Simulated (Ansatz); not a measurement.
# HF/def2-TZVPP run of SiH3F (SMILES F[SiH3])

What is the energy change on altering one bond length of SiH3F at HF/def2-TZVPP? 

Program for the calculation: Ansatz 0.2.0.

52 further runs of the same task are left out: 1 that didn't finish, 51 set aside as unsound or not needed.

### Step 1. The molecule

The species is SiH3F (5 atoms), meant as a singlet with charge 0. As SMILES, `F[SiH3]`. The coordinates come from a PBE0-D4/def2-TZVP relaxation.

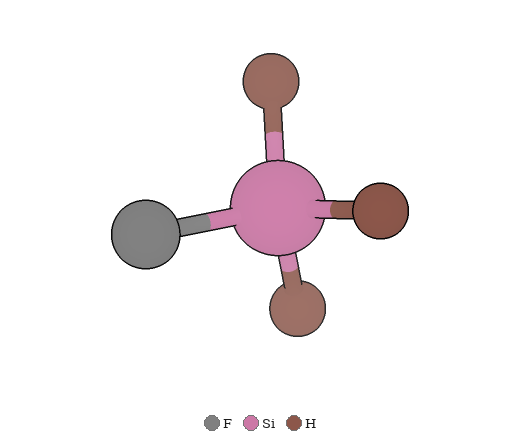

The structure, seen from a chosen angle (fluorine grey, silicon pink, hydrogen brown).

### Step 2. A single-point energy at HF/def2-TZVPP

File job.yaml:

```yaml
basis:
  gaussian:
    orbitals: def2-TZVPP
crystal:
  periodic: [false, false, false]
  atoms:
    - {symbol: F, position_ang: [-1.274600, 0.162800, 0.858000]}
    - {symbol: Si, position_ang: [0.043300, -0.019300, -0.030700]}
    - {symbol: H, position_ang: [-0.367800, -0.192600, -1.443700]}
    - {symbol: H, position_ang: [0.768600, -1.217900, 0.451600]}
    - {symbol: H, position_ang: [0.880500, 1.193400, 0.123400]}
hamiltonian:
  xc: hf
accuracy: high
output:
  orbitals: {seedname: orbitals}
```

The run is started by

```console
$ ansatz run job.yaml --threads 1 --pin off --max-ram 3480MiB --events-out events.jsonl --progress --plain --runs-dir runs
```

Log:

```text
Warning: RAYON_NUM_THREADS=1 ignored (pool sized by the plan → 1); use --threads N
Functional definition: HF
  name "HF"
  exchange = exact_x
  correlation = 0
1908 factors; integrals over basis functions are off by at most 3.3e-9 eV
mean field evaluation 1: about -10617.3429 eV, gradient 2.6e1 eV
mean field evaluation 2: about -10617.3453 eV, gradient 2.6e1 eV
mean field evaluation 4: about -10618.7400 eV, gradient 1.9e0 eV
mean field evaluation 8: about -10618.7567 eV, gradient 2.4e-4 eV
mean field -10618.75673387 eV, -390.2321123181 hartree, gradient 1.3e-8 eV, S^2 0.000000; 0 other end points of the search recorded, 0 dependent functions left out
reference -10618.75673387 eV, -390.2321123181 hartree; 13, 13 occupied and 102, 102 virtual orbitals, 1908 factors
Total energy: -10618.75673387 eV, -390.2321123181 hartree
```

It took 2 s on 1 thread of Intel Xeon 6975P-C (Granite Rapids), shared host; peak memory 0.28 GiB.

### Step 3. The distorted shape

File molecule.yaml:

```yaml
crystal:
  periodic: [false, false, false]
  atoms:
    - {symbol: F, position_ang: [-0.781271, 0.370764, 2.553632]}
    - {symbol: Si, position_ang: [0.536629, 0.188664, 1.664932]}
    - {symbol: H, position_ang: [-0.367800, -0.192600, -1.443700]}
    - {symbol: H, position_ang: [1.261929, -1.009936, 2.147232]}
    - {symbol: H, position_ang: [1.373829, 1.401364, 1.819032]}
basis:
  gaussian: {orbitals: def2-TZVPP}
hamiltonian: {xc: hf}
accuracy: high
output: {orbitals: {seedname: orbitals}}
```

The run is started by

```console
$ ansatz run molecule.yaml --threads 1 --pin off --max-ram 3480MiB --events-out events.jsonl --progress --plain --runs-dir runs
```

Log:

```text
Warning: RAYON_NUM_THREADS=1 ignored (pool sized by the plan → 1); use --threads N
[... 4 set-up lines as earlier in the session ...]
1820 factors; integrals over basis functions are off by at most 3.5e-9 eV
mean field evaluation 1: about -10611.3599 eV, gradient 2.8e1 eV
mean field evaluation 2: about -10611.3589 eV, gradient 2.8e1 eV
mean field evaluation 4: about -10613.2296 eV, gradient 2.1e0 eV
mean field evaluation 8: about -10613.2501 eV, gradient 1.4e-1 eV
mean field evaluation 16: about -10613.2502 eV, gradient 2.2e-8 eV
mean field -10613.25020523 eV, -390.0297511230 hartree, gradient 2.2e-8 eV, S^2 0.000000; 0 other end points of the search recorded, 0 dependent functions left out
reference -10613.25020523 eV, -390.0297511230 hartree; 13, 13 occupied and 102, 102 virtual orbitals, 1820 factors
Total energy: -10613.25020523 eV, -390.0297511230 hartree
```

It took 2 s on 1 thread of Intel Xeon 6975P-C (Granite Rapids), shared host; peak memory 0.26 GiB.

### Step 4. Summary of results

Level: HF/def2-TZVPP.

| quantity | value |
| --- | --- |
| first shape: total energy | -390.23211 Eh |
| first shape: HOMO energy | -13.36 eV |
| first shape: LUMO energy | 2.91 eV |
| first shape: HOMO–LUMO gap | 16.27 eV |
| distorted shape: total energy | -390.02975 Eh |
| distorted shape: HOMO energy | -8.32 eV |
| distorted shape: LUMO energy | -1.06 eV |
| distorted shape: HOMO–LUMO gap | 7.26 eV |
| energy change with the Si2–H3 bond stretched from 1.482 to 3.260 Å | 5.507 eV |

One bond (distorted shape) is far stretched, which a spin-restricted single reference describes badly; a broken-symmetry solution may lie lower. With the Si2–H3 bond stretched from 1.482 to 3.260 Å the energy rises by 5.51 eV (127 kcal/mol). The first shape isn't relaxed at this level, so the change isn't measured from a minimum. A restricted reference can't describe the breaking bond well at this length.
